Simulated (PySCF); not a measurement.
# C2H8BClS: geometry, spin-spin couplings

What spin-spin couplings should C2H8BClS (`C[S+](C)[BH2-]Cl`) show?

Computed with PySCF 2.14.0, with density-fitted response routines of our own, on a single molecule in the gas phase. Atoms are numbered from 0 throughout.

## Step 1: Starting geometry

13 atoms, charge 0, multiplicity 1; geometry from: GFN2-xTB. The atoms were then displaced at random by about 0.01 Å, so the start is not that level's minimum.

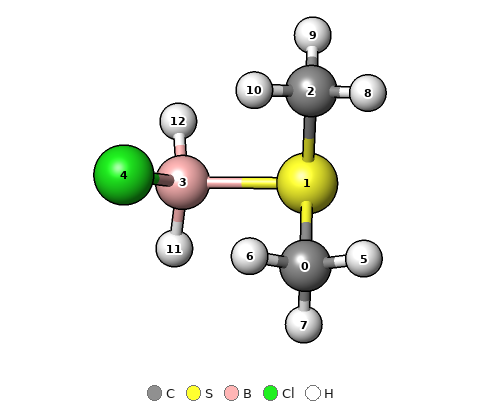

As it starts; carbon grey, sulfur yellow, boron pink, chlorine green, hydrogen white, atoms numbered.

## Step 2: Relaxing the molecule at PBE0-D3(BJ)/def2-SVP

What the job is given:

```
{"job": {"xc": "PBE0", "basis": "def2-SVP", "d3": "d3bj", "grid": 1, "shake": 0.01, "kind": "geom"}, "charge": 0, "multiplicity": 1}
C     -0.994690    -1.229280    -0.377870
S     -0.253260    -0.194000     0.911480
C     -0.691220     1.449610     0.254130
B      1.714570    -0.308630     0.375110
Cl     1.752430     0.096700    -1.406040
H     -2.083090    -0.988700    -0.411650
H     -0.527050    -0.972450    -1.330170
H     -0.830440    -2.237770    -0.125680
H     -1.752230     1.542030     0.212670
H     -0.286150     2.184560     0.970630
H     -0.207510     1.565740    -0.700870
H      1.972790    -1.438030     0.584740
H      2.191660     0.513330     1.033190
```

Launch:

```sh
$ OMP_NUM_THREADS=1 python probes_run.py task.json out
```

One launch serves the whole session: the jobs run in the order shown.

Log:

```text
step   0  E = -963.53782370  max force = 0.040275
step   1  E = -963.54444783  max force = 0.010911
step   2  E = -963.54480062  max force = 0.002358
step   3  E = -963.54486438  max force = 0.000771
step   4  E = -963.54489316  max force = 0.001152
step   5  E = -963.54490839  max force = 0.000704
step   6  E = -963.54491287  max force = 0.000579
step   7  E = -963.54491443  max force = 0.000204
optimisation converged
```

It took 35 s on 1 thread of Arm Neoverse V2, shared host; peak memory 0.5 GiB.

The steps of the relaxation:

| step | energy from step 0 (eV) | largest force component (eV/Å) |
| --- | --- | --- |
| 0 | 0.0000 | 2.0710 |
| 1 | -0.1803 | 0.5611 |
| 2 | -0.1899 | 0.1213 |
| 3 | -0.1916 | 0.0396 |
| 4 | -0.1924 | 0.0592 |
| 5 | -0.1928 | 0.0362 |
| 6 | -0.1929 | 0.0298 |
| 7 | -0.1929 | 0.0105 |

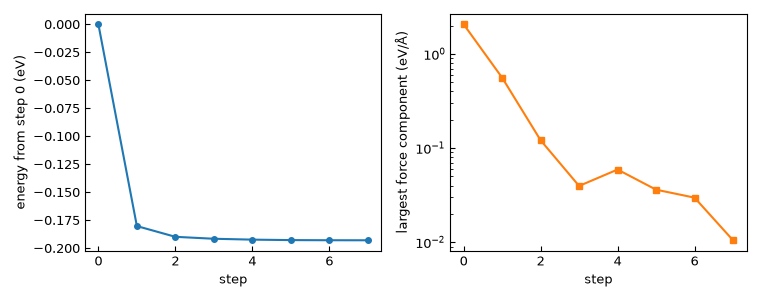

Energy and force, step by step.

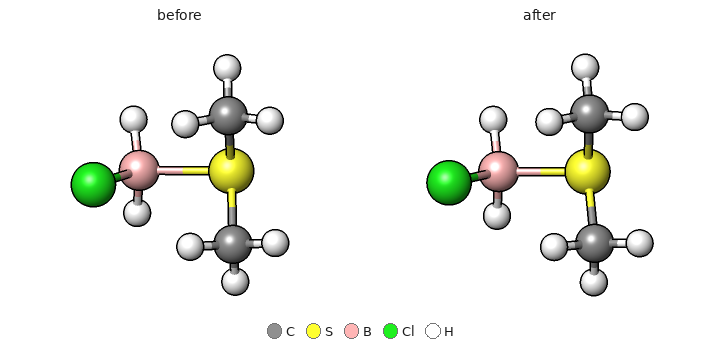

The geometry before (left) and after (right).

Close pairs (by a distance rule), those that changed most:

| bond | before (Å) | after (Å) | change (Å) |
| --- | --- | --- | --- |
| S1–B3 | 2.043 | 1.970 | -0.073 |
| B3–H12 | 1.156 | 1.215 | +0.059 |
| C0–H7 | 1.052 | 1.098 | +0.046 |
| B3–H11 | 1.177 | 1.215 | +0.038 |
| C2–H8 | 1.066 | 1.098 | +0.032 |
| S1–C2 | 1.824 | 1.799 | -0.025 |
| C2–H10 | 1.077 | 1.099 | +0.023 |
| B3–Cl4 | 1.827 | 1.849 | +0.022 |

The end geometry stands in the next job.

| at the end point | value |
| --- | --- |
| point group (found at 0.08 Å tolerance) | Cs |
| rotational constants (GHz, main isotopes) | 4.387, 1.932, 1.813 |
| dipole moment (D) | 5.07 |

## Step 3: Spin-spin couplings: B3LYP/cc-pVTZ

What the job is given:

```
{"job": {"kind": "j", "xc": "B3LYP", "basis": "cc-pVTZ"}, "charge": 0, "multiplicity": 1}
C     -1.487544    -1.065302    -1.205969
S     -0.641864    -0.065063     0.027473
C     -1.124411     1.587345    -0.494643
B      1.251609    -0.181380    -0.504669
Cl     1.375543     0.282804    -2.289869
H     -2.570380    -0.899922    -1.133285
H     -1.098199    -0.806525    -2.201009
H     -1.254148    -2.113315    -0.976203
H     -2.216109     1.687887    -0.435327
H     -0.647076     2.290096     0.200791
H     -0.750604     1.761385    -1.513821
H      1.506877    -1.349431    -0.286989
H      1.778285     0.618484     0.243707
```

Level: B3LYP/cc-pVTZ indirect spin-spin coupling, non-relativistic, gas phase.

Log:

```text
coarse grid: 11472 points
cycle   1  E = -964.3729952620  dE =  1.997e-01  |g| = 3.714e-01  |ddm| = 7.000e+00
cycle   2  E = -964.3715983165  dE =  1.397e-03  |g| = 4.039e-01  |ddm| = 1.611e+00
cycle   3  E = -964.4143957788  dE = -4.280e-02  |g| = 4.554e-02  |ddm| = 7.413e-01
cycle   4  E = -964.4148862954  dE = -4.905e-04  |g| = 1.853e-02  |ddm| = 9.402e-02
cycle   5  E = -964.4149747554  dE = -8.846e-05  |g| = 4.362e-03  |ddm| = 3.029e-02
cycle   6  E = -964.4149789153  dE = -4.160e-06  |g| = 1.548e-03  |ddm| = 8.274e-03
final grid: 100096 points
cycle   7  E = -964.4243566591  dE = -6.249e-05  |g| = 4.417e-03  |ddm| = 9.190e-02
cycle   8  E = -964.4243545108  dE =  2.148e-06  |g| = 5.148e-03  |ddm| = 1.590e-02
cycle   9  E = -964.4243610154  dE = -6.505e-06  |g| = 4.187e-04  |ddm| = 8.683e-03
cycle  10  E = -964.4243610591  dE = -4.370e-08  |g| = 1.438e-04  |ddm| = 6.428e-04
cycle  11  E = -964.4243610646  dE = -5.471e-09  |g| = 3.197e-05  |ddm| = 2.224e-04
cycle  12  E = -964.4243610648  dE = -2.738e-10  |g| = 1.024e-05  |ddm| = 6.650e-05
converged SCF energy = -964.4243610648

Indirect spin-spin couplings (Hz)
  i      j    bonds     total        FC       PSO       DSO        SD
  0 C    1 S    1    -11.592   -12.013     0.384     0.037         -
  0 C    2 C    2     -0.315    -0.209    -0.102    -0.004         -
  0 C    3 B    2     -0.482    -0.435    -0.046     0.006    -0.007
  0 C    5 H    1    133.293   131.519     1.054     0.720         -
  0 C    6 H    1    140.153   138.578     0.782     0.793         -
  0 C    7 H    1    130.563   128.821     1.021     0.720         -
  0 C    8 H    3      1.281     1.210     0.028     0.042         -
  0 C    9 H    3      7.796     7.996     0.286    -0.486         -
  0 C   10 H    3      2.223     2.150    -0.008     0.080         -
  0 C   11 H    3      1.888     1.817     0.020     0.051         -
  0 C   12 H    3      6.148     6.342     0.174    -0.368         -
  1 S    2 C    1    -11.595   -12.013     0.380     0.037         -
  1 S    3 B    1     -8.610    -8.594    -0.823     0.054     0.753
  1 S    5 H    2      1.579     1.503     0.116    -0.039         -
  1 S    6 H    2     -0.057    -0.106     0.072    -0.023         -
  1 S    7 H    2      5.568     5.333     0.260    -0.025         -
  1 S    8 H    2      1.601     1.527     0.114    -0.039         -
  1 S    9 H    2      5.557     5.322     0.261    -0.025         -
  1 S   10 H    2     -0.053    -0.103     0.073    -0.023         -
  1 S   11 H    2      6.531     6.623    -0.123     0.030         -
  1 S   12 H    2      6.563     6.656    -0.123     0.030         -
  2 C    3 B    2     -0.483    -0.435    -0.046     0.006    -0.007
  2 C    5 H    3      1.307     1.236     0.027     0.045         -
  2 C    6 H    3      2.188     2.116    -0.007     0.079         -
  2 C    7 H    3      7.792     7.993     0.285    -0.486         -
  2 C    8 H    1    133.318   131.543     1.055     0.720         -
  2 C    9 H    1    130.510   128.768     1.021     0.721         -
  2 C   10 H    1    140.087   138.510     0.783     0.794         -
  2 C   11 H    3      6.145     6.340     0.174    -0.368         -
  2 C   12 H    3      1.866     1.796     0.020     0.050         -
  3 B    5 H    3      2.191     2.386     0.314    -0.512     0.003
  3 B    6 H    3      1.849     1.820    -0.134     0.188    -0.024
  3 B    7 H    3      0.068     0.063    -0.025     0.045    -0.015
  3 B    8 H    3      2.193     2.388     0.315    -0.513     0.004
  3 B    9 H    3      0.072     0.066    -0.027     0.048    -0.015
  3 B   10 H    3      1.835     1.807    -0.133     0.185    -0.024
  3 B   11 H    1    141.458   140.591    -0.550     1.053     0.364
  3 B   12 H    1    141.594   140.727    -0.550     1.053     0.364
  5 H    6 H    2     -7.391    -7.659     2.617    -2.349         -
  5 H    7 H    2    -11.537   -11.787     2.650    -2.400         -
  5 H    8 H    4      0.258    -0.128    -0.960     1.346         -
  5 H    9 H    4     -0.517    -0.159     1.113    -1.471         -
  5 H   11 H    4     -0.468    -0.145     1.005    -1.328         -
  5 H   12 H    4      2.264     2.827     1.070    -1.634         -
  6 H    7 H    2    -11.105   -11.448     2.467    -2.124         -
  6 H    9 H    4     -0.789    -0.444     1.106    -1.450         -
  6 H   10 H    4      0.640     0.125    -1.196     1.711         -
  6 H   12 H    4     -0.807    -0.415     0.731    -1.123         -
  7 H    8 H    4     -0.521    -0.163     1.111    -1.469         -
  7 H    9 H    4      2.431     3.065     1.372    -2.006         -
  7 H   10 H    4     -0.784    -0.440     1.108    -1.452         -
  7 H   11 H    4      0.283    -0.081    -0.706     1.070         -
  7 H   12 H    4     -0.499    -0.108     0.763    -1.154         -
  8 H    9 H    2    -11.543   -11.793     2.649    -2.399         -
  8 H   10 H    2     -7.385    -7.653     2.616    -2.348         -
  8 H   11 H    4      2.258     2.821     1.071    -1.634         -
  8 H   12 H    4     -0.479    -0.155     1.003    -1.327         -
  9 H   10 H    2    -11.153   -11.498     2.463    -2.119         -
  9 H   11 H    4     -0.493    -0.102     0.764    -1.155         -
  9 H   12 H    4      0.280    -0.085    -0.708     1.072         -
 10 H   11 H    4     -0.813    -0.421     0.731    -1.123         -
 11 H   12 H    2     -8.106    -8.325     1.066    -0.848         -
```

It took 38 s on 1 thread of Arm Neoverse V2, shared host; peak memory 0.94 GiB.

The basis is not made for couplings: without tight functions at the nuclei these values are rough.

Couplings of 1 Hz or more, nine at most for each number of bonds, with means over like pairs (isotopes 11B, 13C, 1H, 33S):

| pair | bonds | J (Hz) | Fermi contact (Hz) |
| --- | --- | --- | --- |
| B3–H11 | 1 | 141.5 | 140.7 |
| C0–H5 | 1 | 134.7 | 133.0 |
| C0–S1 | 1 | -11.6 | -12.0 |
| S1–B3 | 1 | -8.6 | -8.6 |
| H5–H6 | 2 | -10.0 | -10.3 |
| H11–H12 | 2 | -8.1 | -8.3 |
| S1–H11 | 2 | 6.5 | 6.6 |
| S1–H5 | 2 | 2.4 | 2.2 |
| C0–H11 | 3 | 4.0 | 4.1 |
| C0–H8 | 3 | 3.8 | 3.8 |
| B3–H5 | 3 | 1.4 | 1.4 |

The spin-dipole term was solved for some atoms only; pairs without it lack that part.

The response was solved for the nuclei of B, C, H alone, so couplings that need other nuclei can be missing.

Quadrupole couplings from the field gradients of the same density:

| atom | isotope | eQq/h (MHz) | η |
| --- | --- | --- | --- |
| Cl4 | 35Cl | -40.3 | 0.20 |
| S1 | 33S | 32.7 | 0.64 |
| B3 | 11B | -2.422 | 0.84 |

## Step 4: Indirect couplings: B3LYP/6-31G*

Settings changed since step 3:

```diff
@@ -1,2 +1,2 @@
-{"job": {"kind": "j", "xc": "B3LYP", "basis": "cc-pVTZ"}, "charge": 0, "multiplicity": 1}
+{"job": {"kind": "j", "xc": "B3LYP", "basis": "6-31G*"}, "charge": 0, "multiplicity": 1}
 C     -1.487544    -1.065302    -1.205969
```

Level: B3LYP/6-31G* indirect spin-spin coupling, non-relativistic, gas phase.

Log:

```text
coarse grid: 11472 points
cycle   1  E = -964.3188363992  dE =  2.144e-01  |g| = 3.483e-01  |ddm| = 3.141e+00
cycle   2  E = -964.3230879693  dE = -4.252e-03  |g| = 3.480e-01  |ddm| = 9.904e-01
cycle   3  E = -964.3584998221  dE = -3.541e-02  |g| = 4.191e-02  |ddm| = 4.794e-01
cycle   4  E = -964.3589925276  dE = -4.927e-04  |g| = 1.392e-02  |ddm| = 8.001e-02
cycle   5  E = -964.3590466820  dE = -5.415e-05  |g| = 4.637e-03  |ddm| = 2.343e-02
cycle   6  E = -964.3590525631  dE = -5.881e-06  |g| = 9.048e-04  |ddm| = 6.558e-03
final grid: 100096 points
cycle   7  E = -964.2992163775  dE = -1.292e-05  |g| = 4.611e-03  |ddm| = 1.939e-02
cycle   8  E = -964.2992135653  dE =  2.812e-06  |g| = 5.678e-03  |ddm| = 9.837e-03
cycle   9  E = -964.2992222090  dE = -8.644e-06  |g| = 2.715e-04  |ddm| = 5.564e-03
cycle  10  E = -964.2992222290  dE = -1.998e-08  |g| = 9.378e-05  |ddm| = 4.650e-04
cycle  11  E = -964.2992222315  dE = -2.488e-09  |g| = 2.573e-05  |ddm| = 1.563e-04
cycle  12  E = -964.2992222317  dE = -1.787e-10  |g| = 4.597e-06  |ddm| = 3.830e-05
converged SCF energy = -964.2992222317

Indirect spin-spin couplings (Hz)
  i      j    bonds     total        FC       PSO       DSO        SD
  0 C    1 S    1     -6.294    -6.707     0.374     0.038         -
  0 C    2 C    2      0.109     0.156    -0.044    -0.003         -
  0 C    3 B    2     -0.139    -0.121    -0.012     0.007    -0.013
  0 C    5 H    1    153.174   151.699     0.696     0.780         -
  0 C    6 H    1    160.839   159.511     0.479     0.848         -
  0 C    7 H    1    152.664   151.226     0.658     0.780         -
  0 C    8 H    3      1.231     1.144     0.040     0.047         -
  0 C    9 H    3      8.206     8.473     0.213    -0.480         -
  0 C   10 H    3      2.095     1.998     0.012     0.084         -
  0 C   11 H    3      1.760     1.666     0.038     0.055         -
  0 C   12 H    3      6.642     6.872     0.133    -0.363         -
  1 S    2 C    1     -6.296    -6.705     0.371     0.038         -
  1 S    3 B    1     -3.655    -3.657    -0.703     0.054     0.650
  1 S    5 H    2      0.651     0.640     0.046    -0.036         -
  1 S    6 H    2     -0.736    -0.740     0.025    -0.021         -
  1 S    7 H    2      4.072     3.863     0.231    -0.022         -
  1 S    8 H    2      0.668     0.660     0.044    -0.036         -
  1 S    9 H    2      4.068     3.858     0.232    -0.022         -
  1 S   10 H    2     -0.731    -0.736     0.026    -0.021         -
  1 S   11 H    2      5.512     5.510    -0.030     0.032         -
  1 S   12 H    2      5.529     5.527    -0.030     0.032         -
  2 C    3 B    2     -0.144    -0.125    -0.012     0.007    -0.013
  2 C    5 H    3      1.256     1.167     0.039     0.049         -
  2 C    6 H    3      2.061     1.965     0.013     0.082         -
  2 C    7 H    3      8.198     8.465     0.213    -0.480         -
  2 C    8 H    1    153.171   151.694     0.696     0.780         -
  2 C    9 H    1    152.633   151.193     0.658     0.781         -
  2 C   10 H    1    160.782   159.452     0.481     0.849         -
  2 C   11 H    3      6.642     6.872     0.133    -0.363         -
  2 C   12 H    3      1.740     1.647     0.039     0.054         -
  3 B    5 H    3      2.795     3.078     0.222    -0.506     0.002
  3 B    6 H    3      1.845     1.769    -0.094     0.192    -0.022
  3 B    7 H    3      0.134     0.119    -0.021     0.050    -0.013
  3 B    8 H    3      2.799     3.081     0.222    -0.506     0.002
  3 B    9 H    3      0.140     0.124    -0.023     0.052    -0.013
  3 B   10 H    3      1.830     1.755    -0.093     0.189    -0.022
  3 B   11 H    1    156.821   156.027    -0.632     1.104     0.322
  3 B   12 H    1    156.938   156.146    -0.632     1.103     0.322
  5 H    6 H    2    -11.640   -10.882     1.467    -2.225         -
  5 H    7 H    2    -15.419   -14.605     1.464    -2.278         -
  5 H    8 H    4      0.561    -0.065    -0.726     1.352         -
  5 H    9 H    4     -0.892    -0.159     0.715    -1.448         -
  5 H   10 H    4     -0.206    -0.079     0.100    -0.227         -
  5 H   11 H    4     -0.789    -0.144     0.662    -1.307         -
  5 H   12 H    4      1.885     2.785     0.715    -1.615         -
  6 H    7 H    2    -15.447   -14.803     1.362    -2.006         -
  6 H    8 H    4     -0.213    -0.079     0.108    -0.243         -
  6 H    9 H    4     -1.179    -0.461     0.710    -1.429         -
  6 H   10 H    4      0.985     0.161    -0.888     1.713         -
  6 H   11 H    4     -0.156    -0.175    -0.069     0.088         -
  6 H   12 H    4     -1.120    -0.468     0.454    -1.106         -
  7 H    8 H    4     -0.895    -0.162     0.713    -1.446         -
  7 H    9 H    4      2.228     3.296     0.917    -1.985         -
  7 H   10 H    4     -1.176    -0.457     0.711    -1.430         -
  7 H   11 H    4      0.577     0.027    -0.527     1.077         -
  7 H   12 H    4     -0.902    -0.256     0.490    -1.136         -
  8 H    9 H    2    -15.425   -14.612     1.463    -2.277         -
  8 H   10 H    2    -11.632   -10.875     1.467    -2.224         -
  8 H   11 H    4      1.879     2.780     0.715    -1.616         -
  8 H   12 H    4     -0.801    -0.157     0.661    -1.305         -
  9 H   10 H    2    -15.492   -14.851     1.360    -2.001         -
  9 H   11 H    4     -0.897    -0.251     0.490    -1.137         -
  9 H   12 H    4      0.568     0.017    -0.528     1.079         -
 10 H   11 H    4     -1.125    -0.473     0.454    -1.106         -
 10 H   12 H    4     -0.163    -0.175    -0.062     0.074         -
 11 H   12 H    2     -9.770    -9.575     0.574    -0.769         -
```

Wall time 8.8 s (1 thread of Arm Neoverse V2, shared host); peak memory 0.55 GiB.

The basis is not made for couplings: without tight functions at the nuclei these values are rough.

This run: J(B3,H11) 156.9 Hz, J(C0,H5) 155.5 Hz, J(H5,H6) -14.2 Hz (means over like pairs).

## Step 5: Side by side: spin-spin couplings

Couplings (Hz), each a mean over the pairs like the one named, with basis size and wall time:

| run | B3–H11 | C0–H5 | C0–S1 | H5–H6 | S1–B3 | H11–H12 | S1–H11 | functions | time |
| --- | --- | --- | --- | --- | --- | --- | --- | --- | --- |
| B3LYP/cc-pVTZ | 141.5 | 134.7 | -11.6 | -10.0 | -8.6 | -8.1 | 6.5 | 270 | 38 s |
| B3LYP/6-31G* | 156.9 | 155.5 | -6.3 | -14.2 | -3.7 | -9.8 | 5.5 | 94 | 8.8 s |

## Step 6: Results

| quantity | value |
| --- | --- |
| point group | Cs |
| rotational constants (main isotopes) | 4.39, 1.93, 1.81 GHz |
| largest coupling of the table (B3LYP/cc-pVTZ) | 1J(B,H) B3–H11, 141.5 Hz |
| range of J(B3,H11), mean over like pairs | 141.5 to 156.9 Hz |

What this shows: Over 7 steps the energy fell by 0.193 eV; of the close pairs, S1–B3 changed most, 2.043 to 1.970 Å. In the run at B3LYP/cc-pVTZ, the largest coupling of the table is B3–H11 (mean over like pairs), 141.5 Hz, of which the Fermi-contact term gives 140.7 Hz. Couplings across rotatable bonds belong to this one conformer; where others are populated, the observed values are averages. The coupling B3–H11, as a mean over pairs of its kind, runs from 141.5 Hz (B3LYP/cc-pVTZ) to 156.9 Hz (B3LYP/6-31G*). Couplings from bases without tight functions are rough.
